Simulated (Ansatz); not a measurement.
# What La3InB (Pm-3m) distorts into, part 2 of 2

Wanted: the energy along a soft mode of La3InB (Pm-3m) and the structure at the end.

Ansatz 0.2.0; DFT PBEsol, scalar-relativistic, plane waves, PAW; PAW set soft_1.

So far, highest frequency on the path or at a solved wavevector (cm⁻¹): step 2 (response at finite wavevector) 410. Also lowest frequency on the path (cm⁻¹): step 2 -118.

### Step 6. Relaxation from the frozen mode

Starting from the lowest point found, all atoms and the cell are let go, so that strain and other modes of the same symmetry can join in.

Contents of input.yaml:

```yaml
crystal:
  lattice:
    - [5.2472787968, 0.0, 0.0]
    - [0.0, 5.2472787968, 0.0]
    - [0.0, 0.0, 5.2472787968]
  atoms:
    - { symbol: La, position: [0.5296465078, 0.0, 0.5296465078] }
    - { symbol: La, position: [0.4703534922, 0.4703534922, 0.0] }
    - { symbol: La, position: [0.0, 0.5296465078, 0.4703534922] }
    - { symbol: In, position: [0.0, 0.0, 0.0] }
    - { symbol: B, position: [0.5, 0.5, 0.5] }
kpoints:
  mp_grid: { grid: [8, 8, 8] }
hamiltonian:
  xc: pbesol
  pseudopotentials: { kind: paw, azcp: { folder: soft_1 }, xc_functional: pbe }
scf:
  occupations: { method: methfessel_paxton, width: 0.2 }
output:
  forces: true
  stress: true
  eigenvalues: true
relax:
  adjacent_minimum: "off"
  f_tol: 0.002
  max_steps: 120
  cell: { stress_tol: 0.03 }
```

Run with:

```
ansatz run input.yaml --threads 4 --pin off --max-ram 10240MiB --backend cpu --events-out ev --progress --plain --runs-dir out
```

Numbers of over 12 decimals in the logs are rounded to 6 here.

Output:

```text
[...]
Crystal: 5 atoms, lattice volume = 144.478 Å³
Basis set: ecut = 420 eV, 2801 PW (Γ), exchange–correlation on 72×72×72 points (8 copies of the dense FFT grid, shifted against one another)
Bands: 30, of which v1, the nominal top of the filled ones, is band 25 counted from 1 (24 counted from 0)
Symmetry: 6 space group operations
[...]
k-points: 65 of 512 (time reversal used)
[...]
SCF iter   1: F=—  HF=-24168.639408 eV  |F-HF|=—  |Δ(HF+E_count)|=         —  Δρ=6.80e-2  dr2=2.69e1  ethr=3.10e-3  ⟨swp⟩=4.9  Hψ=9256  notcnv=0
[...]
SCF iter   9: F=-24163.305171 eV  HF=-24163.305171 eV  |F-HF|=1.70e-9  |Δ(HF+E_count)|=   5.39e-8  S|Δr|=    0.00e0  Δρ=3.54e-6  dr2=1.70e-8  ethr=2.04e-10  ⟨swp⟩=11.7  Hψ=12231  notcnv=0
SCF 1 converged in 9 iterations: F = -24163.305171 eV  dr2 = 1.70e-8
[...]
relax step   1: F+E_penalty+E_count = -24163.30517082 eV  Δ(F+E_penalty+E_count) = +0.000e0 eV  max|allowed force component| = 3.673e-2 eV/Å  Δτ_max = 0.0000 Å  P = -0.505 GPa  Ω = 144.478 Å³  (9 SCF iters, dr2 threshold 1.00e-7 eV, accepted)
Crystal: 5 atoms, lattice volume = 141.954 Å³
Basis set: ecut = 420 eV, 2775 PW (Γ), exchange–correlation on 72×72×72 points (8 copies of the dense FFT grid, shifted against one another)
[...]
iter 1 solved again at ethr=6.16e-5 eV; its pass at ethr=3.10e-3 eV (dr2=3.02e-2 eV) is discarded
[...]
SCF iter   6: F=-24163.311796 eV  HF=-24163.311796 eV  |F-HF|=1.99e-8  |Δ(HF+E_count)|=   5.35e-8  S|Δr|=    0.00e0  Δρ=5.15e-6  dr2=6.04e-8  ethr=1.02e-9  ⟨swp⟩=6.2  Hψ=8503  notcnv=0
SCF 2 converged in 6 iterations: F = -24163.311796 eV  dr2 = 6.04e-8
relax step   2: F+E_penalty+E_count = -24163.31179594 eV  Δ(F+E_penalty+E_count) = -6.625e-3 eV  max|allowed force component| = 2.725e-2 eV/Å  Δτ_max = 0.0270 Å  P = +0.389 GPa  Ω = 141.954 Å³  energy of the carried Pulay correction = +2.593e-4 eV  (6 SCF iters, dr2 threshold 5.00e-7 eV, accepted)
Crystal: 5 atoms, lattice volume = 142.950 Å³
Basis set: ecut = 420 eV, 2817 PW (Γ), exchange–correlation on 72×72×72 points (8 copies of the dense FFT grid, shifted against one another)
[...]
SCF iter   5: F=-24163.313728 eV  HF=-24163.313728 eV  |F-HF|=3.80e-8  |Δ(HF+E_count)|=   1.34e-8  S|Δr|=    0.00e0  Δρ=7.23e-6  dr2=1.04e-7  ethr=9.08e-10  ⟨swp⟩=9.7  Hψ=11399  notcnv=0
SCF 3 converged in 5 iterations: F = -24163.313728 eV  dr2 = 1.04e-7
relax step   3: F+E_penalty+E_count = -24163.31372787 eV  Δ(F+E_penalty+E_count) = -1.932e-3 eV  max|allowed force component| = 3.167e-3 eV/Å  Δτ_max = 0.0119 Å  P = +0.002 GPa  Ω = 142.950 Å³  energy of the carried Pulay correction = +1.564e-4 eV  (5 SCF iters, dr2 threshold 4.45e-7 eV, accepted)
[...]
relax step   4: F+E_penalty+E_count = -24163.31376804 eV  Δ(F+E_penalty+E_count) = -4.017e-5 eV  max|allowed force component| = 4.476e-4 eV/Å  Δτ_max = 0.0018 Å  P = -0.006 GPa  Ω = 142.949 Å³  energy of the carried Pulay correction = +1.565e-4 eV  (5 SCF iters, dr2 threshold 3.92e-9 eV, accepted)
[...]
SCF iter   1: F=—  HF=-24163.313645 eV  |F-HF|=—  |Δ(HF+E_count)|=         —  Δρ=1.05e-5  dr2=2.04e-8  ethr=2.30e-7  ⟨swp⟩=5.7  Hψ=15385  notcnv=0
eigensolver tolerance schedule: the retry pair's looser diagonalisation over-reported the residual by 5519.02 of it (diagonalisation noise at 0.69 of the residual, at the tolerance the schedule requests for it); recorded, not acted on — ethr = c·dr2/N_el stays at c = 1.0e-1
SCF iter   2: F=—  HF=-24163.313641 eV  |F-HF|=—  |Δ(HF+E_count)|=   4.21e-6  S|Δr|=    0.00e0  Δρ=5.48e-6  dr2=6.31e-9  ethr=4.16e-11  ⟨swp⟩=3.3  Hψ=3990  notcnv=0
[...]
SCF iter   5: F=-24163.313641 eV  HF=-24163.313641 eV  |F-HF|=1.09e-11  |Δ(HF+E_count)|=  3.64e-12  S|Δr|=    0.00e0  Δρ=5.19e-8  dr2=8.89e-12  ethr=1.00e-12  ⟨swp⟩=6.3  Hψ=9670  notcnv=0
SCF 5 converged in 5 iterations: F = -24163.313641 eV  dr2 = 8.89e-12
relax step   5: F+E_penalty+E_count = -24163.31364074 eV  Δ(F+E_penalty+E_count) = +1.273e-4 eV  max|allowed force component| = 4.452e-4 eV/Å  Δτ_max = 0.0000 Å  P = -0.007 GPa  Ω = 142.949 Å³  stress off target by 1.49e-2 GPa  SCF on the basis re-selected at this cell (its energy is not comparable with the rows above)  (5 SCF iters)
basis re-selected at this cell: Δ(F+E_penalty+E_count) = +1.273e-4 eV, ΔP = -0.001 GPa vs the last step (what re-selecting the basis moved, of the pressure what is left beyond the Pulay correction that the steps carried, after the strain that the cell walked since its last selection, with what the two solves' SCF thresholds leave and, on support functions, any second-order correction that the steps lacked; it is no m [...]
SCF converged after 5 iterations
[...]
Free energy (F): -24163.313641 eV
[...]
Internal energy: -24163.312491 eV  (E = F + TS)
E sigma→0 (E₀):  -24163.313353 eV
Entropy (-TS):   -0.001150 eV (-0.230 meV/atom)
Fermi energy:    10.259500 eV
[...]
--- Forces (eV/Å), atoms counted from 1 ---
  atom   1  La     0.00044516     0.00000000     0.00044516
  atom   2  La    -0.00044516    -0.00044516     0.00000000
  atom   3  La     0.00000000     0.00044516    -0.00044516
  atom   4  In    -0.00000000     0.00000000    -0.00000000
  atom   5  B     -0.00000000     0.00000000     0.00000000
  max |Σ_I F_I| component: 1.50e-16 eV/Å
--- Stress (GPa, compression-positive) ---
       -0.007160       0.003853       0.003853
        0.003853      -0.007160      -0.003853
        0.003853      -0.003853      -0.007160
  P = ⅓ Tr σ = -0.0072 GPa (-0.072 kbar)
--- Band table (eV; the first three rows and the last of 65) ---
  k-point 0: bands = [... 21 lower, 9.9199, 9.9199, 9.9823, 11.1328, 11.2496, 11.2496, 11.3440, 11.4452, ... 1 higher]
  k-point 1: bands = [... 21 lower, 9.8700, 9.9994, 10.1305, 10.8552, 11.0793, 11.1927, 11.3112, 11.3800, ... 1 higher]
  k-point 2: bands = [... 21 lower, 9.8548, 10.0335, 10.1199, 10.4892, 10.9062, 11.0569, 11.3752, 11.5223, ... 1 higher]
  k-point 64: bands = [... 21 lower, 7.8303, 10.7019, 10.7019, 10.7400, 11.6542, 11.6542, 12.0473, 12.0510, ... 1 higher]
--- Relaxed structure (4 steps of the walk, 4 accepted, 1 SCFs on fresh bases) ---
  F+E_penalty+E_count = -24163.31364074 eV   max|allowed force component| = 4.452e-4 eV/Å   (the final SCF, on the basis selected at the relaxed cell)
  cell:  # Å, volume = 142.9494 Å³
    - [5.228900, 0.031842, 0.031842]
    - [0.031842, 5.228900, -0.031842]
    - [0.031842, -0.031842, 5.228900]
  atoms:
    - { symbol: La, position: [0.527858, 0.0, 0.527858] }
    - { symbol: La, position: [0.472142, 0.472142, -1.2947048617499772e-19] }
    - { symbol: La, position: [1.3010426069826053e-18, 0.527858, 0.472142] }
    - { symbol: In, position: [0, 0, 1.4050282171775498e-19] }
    - { symbol: B, position: [0.500000, 0.500000, 0.500000] }
```

Run time: 27 s. Hardware: 4 threads of AMD EPYC 9B14 (Zen 4), shared host; peak memory 0.68 GiB.

Step by step:

```
step  energy less that of the first step (eV)  largest force component (eV/Å)  pressure (GPa)  volume (Å³)
   1                                   0.0000                          0.0367           -0.51       144.48
   2                                  -0.0066                          0.0272            0.39       141.95
   3                                  -0.0086                          0.0032            0.00       142.95
   4                                  -0.0086                          0.0004           -0.01       142.95
  5*                                  -0.0085                          0.0004           -0.01       142.95
```

Relaxation steps marked * repeat the geometry before them on a plane-wave basis chosen anew for their cell, so energy and pressure can jump there.

The run keeps the 6 symmetry operations that it works with, so distortions that break them were not tested.

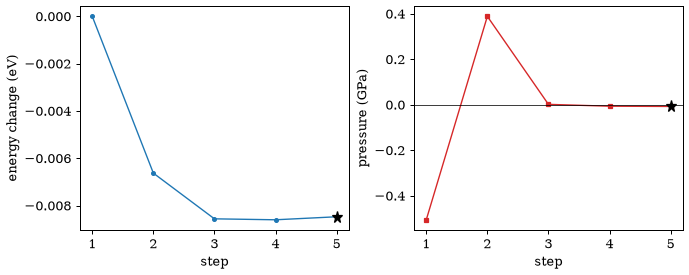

Energy and pressure along the relaxation. Stars mark steps on a basis chosen anew.

```
conventional cell, symmetrised  before  after  change
                         a (Å)   7.421  7.440  +0.3 %
                         b (Å)   7.421  7.440  +0.3 %
                         c (Å)   9.089  8.946  -1.6 %
              volume (Å³/atom)   28.90  28.59  -1.1 %
```

The atoms that moved most (Å, as changes of fractional coordinates times the final cell):

```
atom      dx      dy      dz  length
 La1  -0.009   0.000  -0.009   0.013
 La3   0.000  -0.009   0.009   0.013
 La2   0.009   0.009   0.000   0.013
```

The relaxed structure:

```xyz
5
Lattice="5.2289 0.0318 0.0318 0.0318 5.2289 -0.0318 0.0318 -0.0318 5.2289" Properties=species:S:1:pos:R:3 pbc="T T T"
La    2.7769    0.0000    2.7769
La    2.4838    2.4838    0.0000
La    0.0318    2.7451    2.4520
In    0.0000    0.0000    0.0000
B     2.6463    2.6144    2.6144
```

This step gave:

* pressure: -0.007160 GPa
* volume per atom: 28.59 Å³

The distorted start has space group R32; the relaxation ends in R32.

### Step 7. The new phase in its own primitive cell

The relaxed structure is symmetrised, reduced to its primitive cell and relaxed tightly, as its phonons need.

input.yaml, the sections that differ from step 6:

```yaml
crystal:
  lattice:
    - [3.7199060204, 2.1476887422, 2.9821386154]
    - [-3.7199060204, 2.1476887422, 2.9821386154]
    - [0.0, -4.2953774844, 2.9821386154]
  atoms:
    - { symbol: La, position: [0.0, 0.4721417929, 0.5278582071] }
    - { symbol: La, position: [0.4721417929, 0.5278582071, 0.0] }
    - { symbol: La, position: [0.5278582071, 0.0, 0.4721417929] }
    - { symbol: In, position: [0.0, 0.0, 0.0] }
    - { symbol: B, position: [0.5, 0.5, 0.5] }
kpoints:
  mp_grid: { grid: [9, 9, 9] }
relax:
  adjacent_minimum: "off"
  f_tol: 0.001
  max_steps: 60
  cell: { stress_tol: 0.01 }
# hamiltonian, scf, output: as in step 6
```

Output:

```text
[...]
Crystal: 5 atoms, lattice volume = 142.949 Å³
Basis set: ecut = 420 eV, 2817 PW (Γ), exchange–correlation on 72×72×72 points (8 copies of the dense FFT grid, shifted against one another)
Bands: 30, of which v1, the nominal top of the filled ones, is band 25 counted from 1 (24 counted from 0)
Symmetry: 6 space group operations
[...]
k-points: 85 of 729 (time reversal used)
[...]
cell:  # Å, volume = 142.9728 Å³
    - [3.719800, 2.147628, 2.982797]
    - [-3.719800, 2.147628, 2.982797]
    - [0, -4.295255, 2.982797]
  atoms:
    - { symbol: La, position: [5.551115123125783e-17, 0.472035, 0.527965] }
    - { symbol: La, position: [0.472035, 0.527965, 5.551115123125783e-17] }
    - { symbol: La, position: [0.527965, 5.551115123125783e-17, 0.472035] }
    - { symbol: In, position: [0, 0, 0] }
    - { symbol: B, position: [0.5, 0.5, 0.5] }
[key lines of the parts left out:]
SCF converged after 5 iterations
Free energy (F): -24163.313244 eV
Fermi energy:    10.254111 eV
P = ⅓ Tr σ = -0.0051 GPa (-0.051 kbar)
```

The job ended after 21 s (4 threads; peak memory 0.72 GiB; 83 s of CPU time).

Little changed from the start: no atom moved by 0.005 Å and no cell edge by 0.1 %.

Numbers from this step:

```
pressure : -0.005114 GPa
```

The largest force component left is 0.89 meV/Å and the pressure is -0.005 GPa, within the tolerances set. The cell now holds 28.59 Å³/atom.

### Step 8. Modes of the new phase, k-mesh 9×9×9

A relaxed structure may still be a saddle point, so its zone-centre modes are computed. No field response is asked, since the mesh shows no gap.

input.yaml, the sections that differ from step 7:

```yaml
crystal:
  lattice:
    - [3.7198000355, 2.1476275518, 2.9827966606]
    - [-3.7198000355, 2.1476275518, 2.9827966606]
    - [0.0, -4.2952551036, 2.9827966606]
  atoms:
    - { symbol: La, position: [0.0, 0.4720345206, 0.5279654794] }
    - { symbol: La, position: [0.4720345206, 0.5279654794, 0.0] }
    - { symbol: La, position: [0.5279654794, 0.0, 0.4720345206] }
    - { symbol: In, position: [0.0, 0.0, 0.0] }
    - { symbol: B, position: [0.5, 0.5, 0.5] }
output:
  eigenvalues: true
phonons:
  method: dfpt
# kpoints, hamiltonian, scf: as in step 7
# relax: removed
```

Output:

```text
[...]
Crystal: 5 atoms, lattice volume = 142.973 Å³
Basis set: ecut = 420 eV, 2817 PW (Γ), exchange–correlation on 72×72×72 points (8 copies of the dense FFT grid, shifted against one another)
Bands: 30, of which v1, the nominal top of the filled ones, is band 25 counted from 1 (24 counted from 0)
Symmetry: 6 space group operations
k-points: 365 of 729 (irreducible under 1 space group operation, time reversal used)
[...]
SCF iter   1: F=—  HF=-24168.729636 eV  |F-HF|=—  |Δ(HF+E_count)|=         —  Δρ=6.90e-2  dr2=2.74e1  ethr=3.10e-3  ⟨swp⟩=4.9  Hψ=51805  notcnv=0
[...]
SCF iter  12: F=-24163.313244 eV  HF=-24163.313244 eV  |F-HF|=0.00e0  |Δ(HF+E_count)|=  1.09e-11  S|Δr|=    0.00e0  Δρ=5.99e-8  dr2=5.22e-12  ethr=1.00e-12  ⟨swp⟩=18.6  Hψ=85619  notcnv=0
SCF 1 converged in 12 iterations: F = -24163.313244 eV  dr2 = 5.22e-12
[...]
DFPT response loops at Γ: preconditioner auto → Kerker (q_TF=auto, 2.282 Å⁻¹) (partly filled bands, converged f_vac=0.000); β = 1.00, the filter's whole step (`scf.mixing.beta` (0.50) is not read by the response loops under this deck's `scf.mixing.preconditioner`; to damp them name `kerker` or `kerker_dos`, under which they read `scf.mixing.beta`, and type it under 1.00, their step now; both keys bind the ground state too); Broyden in place of MSR1
SCF converged after 12 iterations
[...]
Free energy (F): -24163.313244 eV
[...]
Internal energy: -24163.312483 eV  (E = F + TS)
E sigma→0 (E₀):  -24163.313054 eV
Entropy (-TS):   -0.000761 eV (-0.152 meV/atom)
Fermi energy:    10.254111 eV
[...]
--- Band table (eV; the first three rows and the last of 365) ---
  k-point 0: bands = [... 21 lower, 9.9184, 9.9184, 9.9790, 11.1281, 11.2459, 11.2459, 11.3408, 11.4434, ... 6 higher]
  k-point 1: bands = [... 21 lower, 9.8710, 9.9813, 10.1051, 10.9133, 11.0992, 11.2148, 11.2989, 11.3710, ... 6 higher]
  k-point 2: bands = [... 21 lower, 9.8537, 10.0815, 10.1996, 10.4408, 10.9326, 11.0693, 11.3485, 11.4768, ... 6 higher]
  k-point 364: bands = [... 21 lower, 9.5484, 9.7891, 10.0301, 10.5317, 10.7949, 11.2211, 11.6890, 11.9638, ... 6 higher]
--- Phonons (Γ-DFPT): 6 representative perturbations + reference, on 365 of 729 k-points (Σ response iterations 20) ---
  k mesh reduced under 1 symmetry operation, with k and −k counted as one. Each operation leaves every solved perturbation unchanged. A smaller set is not used because it would not reduce the number of displacements times k-points to solve
  ASR residual: 4.619e-5 → 0.000e0 eV/Å²; symmetrization residual: 3.444e-6 eV/Å²
  ASR residual per site (eV/Å²): 1.34e-5 1.34e-5 1.34e-5 1.58e-5 4.62e-5
[...]
non-analytic LO–TO correction: not included (Born effective charges unavailable; polar crystals: no LO–TO splitting at Γ)
```

Run time: 4.4 min. Hardware: 4 threads; peak memory 6.6 GiB.

This step gave:

```yaml
sum_rule_residual_before_enforcement: 4.62e-5 eV/Å²
point_group: 32
highest_optical_mode_at_the_zone_centre_no_lo_to_term: 306.1 cm⁻¹
lowest_optical_zone_centre_mode: -33.96 cm⁻¹
```

Patterns of degenerate modes are one choice out of their space. The modes at Γ (shares of kinetic energy by element, %) (negative means imaginary):

```
mode  frequency (cm⁻¹)  symmetry  La %  In %  B %
   1             -34.0         E   100     0    0
   2             -34.0         E   100     0    0
   3               0.0  acoustic    77    21    2
   4               0.0  acoustic    77    21    2
   5               0.0  acoustic    77    21    2
   6              69.6        A1   100     0    0
   7              70.0        A2    26    67    7
   8              74.9         E    22    77    1
   9              74.9         E    22    77    1
  10              77.2        A2    71    12   17
  11             104.6         E    93     1    6
  12             104.6         E    93     1    6
  13             227.2        A2    26     0   74
  14             306.1         E     9     0   91
  15             306.1         E     9     0   91
```

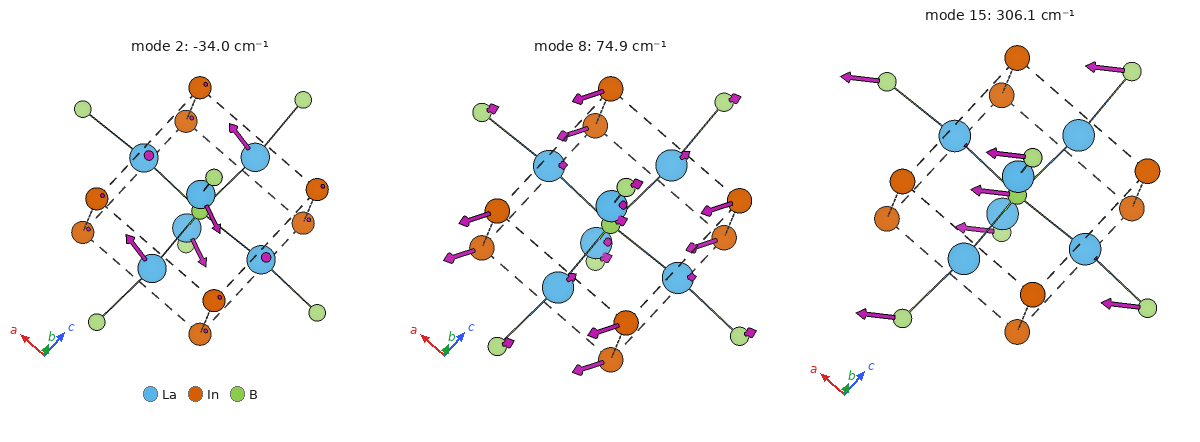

Displacement patterns of modes 2, 8 and 15 at Γ; arrows are exaggerated. Some periodic images of atoms are drawn too.

Before it was imposed, the acoustic sum rule was missed by 4.6e-5 eV/Å². Small misses are needed for a sound result but don't prove that mesh and cutoff are converged. The lowest optical mode is imaginary, 34.0i cm⁻¹, so the energy falls along it.

### Step 9. What came out

| Item | Value |
| --- | --- |
| unstable mode of the parent | q = (0, 0, 0), 60i cm⁻¹ |
| depth at the lowest point sampled | 9.16 meV/atom |
| largest atomic shift at that point | 0.22 Å |
| space group reached (within 0.01 Å) | R32 |
| energy gained over the parent (first relaxation, on the mesh of the frozen mode) | 10.8 meV/atom |
| volume per atom, phase reached | 28.6 Å³ |
| lowest optical zone-centre mode, phase reached | -34.0 cm⁻¹ |
| highest optical mode at the zone centre (no LO-TO term), phase reached | 306 cm⁻¹ |

In words: Along this mode the structure falls into R32, 10.8 meV/atom below the parent. At the parent's cell the well is 9.156 meV/atom deep on the steps tried, with its lowest point at a shift of 0.22 Å. Relaxing atoms and cell changes the gain by +1.69 meV/atom against the lowest step (energies at zero smearing). The new phase still has an imaginary mode at the zone centre of its cell, so it is a saddle point on the way to a lower structure. Of the 6 patterns followed to their end from this parent, this one ends 3.22 meV/atom above the lowest, P-4m2. Each path keeps the symmetry of its pattern, so a lower phase may lie along a pattern not tried. With no gap, or one that is small against the smearing, the frequencies hang on the k mesh and the smearing, most of all near Kohn anomalies. The phonon runs are without spin polarisation, although the cell has an odd electron count. Spin-orbit coupling is left out, which can matter for the heavy elements here. The PAW files were made for PBE and serve the other functionals too.

[Logs are printed without paths, hosts, clocks, repeated set-up lines and the standing remarks that a program may print on its own settings, such as how far it seeks lower states.]

[Hosts, paths, dates, database ids (printed as entryN), source tags and the programs' standing remarks are cut or masked in the printed files.]
